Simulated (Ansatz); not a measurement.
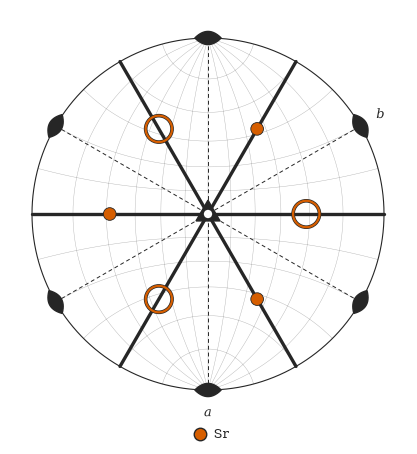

Directions from one nitrogen atom at (0, 0, 0) to its bonded neighbours, in stereographic projection down c (filled: above the plane of the page or in it, open: below). Crystal: Sr₂BN, coordinates from a relaxation with DFT PBE, scalar-relativistic, plane waves, PAW in Ansatz 0.2.0; the starting structure was generated, so it need not be a known form of this composition. Geometry calculated from the standardised cell; symmetry tolerance 0.002 Å.

Neighbours are counted up to 3.25 Å for Sr; other elements are left out. The symmetry elements of the site are drawn in: heavy lines are mirror planes (a heavy rim: a mirror in the plane of the page); lens, triangle, square and hexagon are 2-, 3-, 4- and 6-fold axes, a lens in an open square is −4, a triangle in an open hexagon −6; thin dashed diameters join the ends of axes that lie in the page; a small open circle marks inversion.

```yaml
crystal:
  lattice:
    - [3.88221, 0.00000, 0.00000]
    - [-1.94110, 3.36209, 0.00000]
    - [0.00000, 0.00000, 6.71236]
  atoms:
    - { symbol: Sr, position: [0.33333, 0.66667, 0.79425] }
    - { symbol: Sr, position: [0.66667, 0.33333, 0.20575] }
    - { symbol: B, position: [0.00000, 0.00000, 0.50000] }
    - { symbol: N, position: [0.00000, 0.00000, 0.00000] }
```

How many neighbours are there, and at what angles?

Answer. 6: 6 Sr at 2.63 Å. Angles between bonds: 85° (6×), 95° (6×), 180° (3×).

What is the site's symmetry in the crystal?

Answer. Point group -3m (D3d), order 12: one threefold axis, three twofold axes, three mirror planes, an inversion centre. In No. 164, P-3m1 this is Wyckoff position 1a.
